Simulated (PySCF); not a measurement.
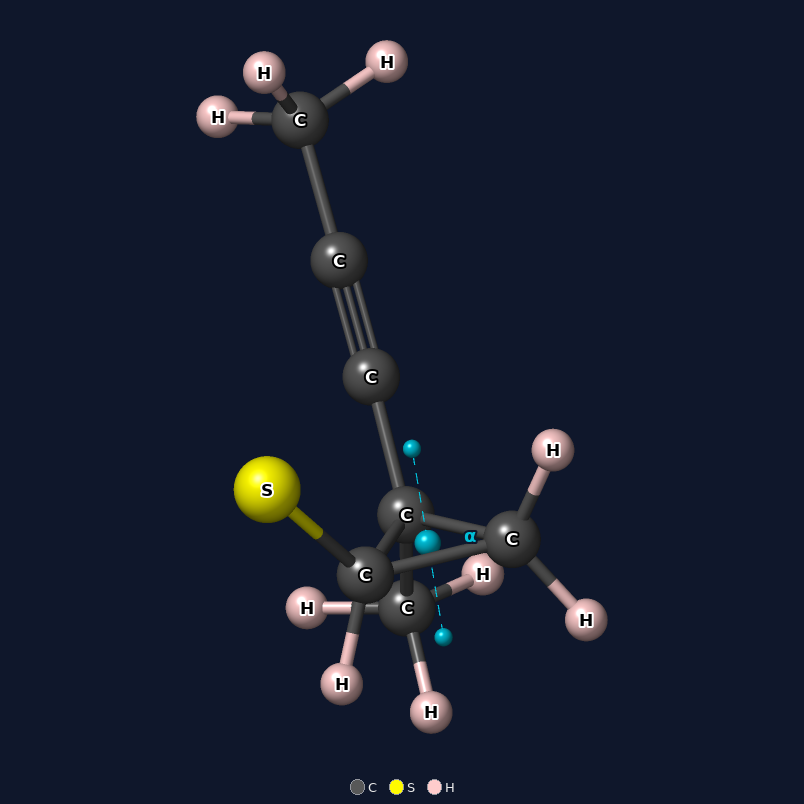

The small points mark where nucleus-independent chemical shifts (NICS) were computed: at the centre of each lettered ring and 1 Å above and below it. The species has charge −1 and is a spin singlet. The geometry was computed by an optimisation with GFN2-xTB. No frequency run is at hand to confirm it as a minimum. Level of theory: GIAO PBE0/pcSseg-1 NMR shielding, non-relativistic, gas phase (PySCF 2.14.0).

Give NICS(0), NICS(1) and the out-of-plane component NICS(1)zz for each ring (means of the two sides).

```csv
ring,members,NICS(0),NICS(1),NICS(1)zz
α,C3,−42.9,−8.6,−19.8
```

Values in ppm.
